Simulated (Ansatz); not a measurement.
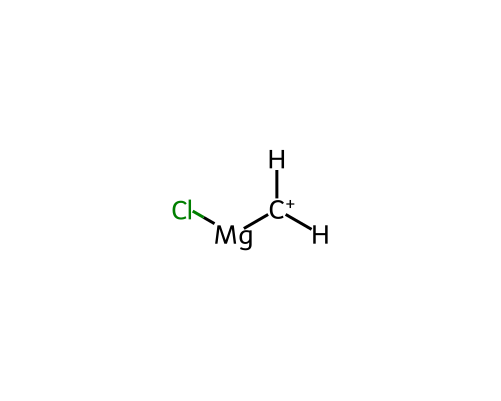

The drawing above gives the connectivity. The species has charge +1 and is a spin singlet. The computed structure is the end point of a PBE0-D4/def2-TZVP optimisation. No frequency run is at hand to confirm it as a minimum.

Describe the 3D structure.

Formula CH2ClMg(+). SMILES: `[CH2+][Mg][Cl]`. All atoms lie on one plane. Coordination: 1 C trigonal planar; 1 Mg linear.

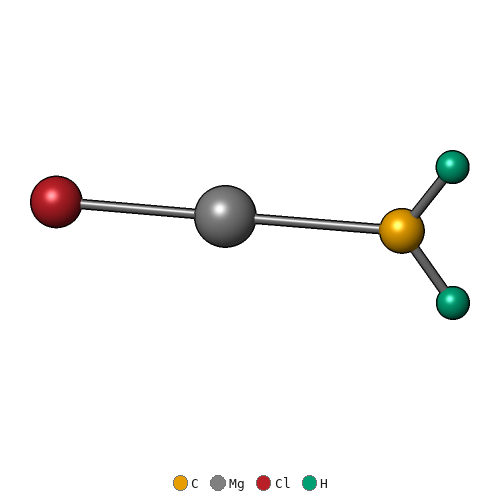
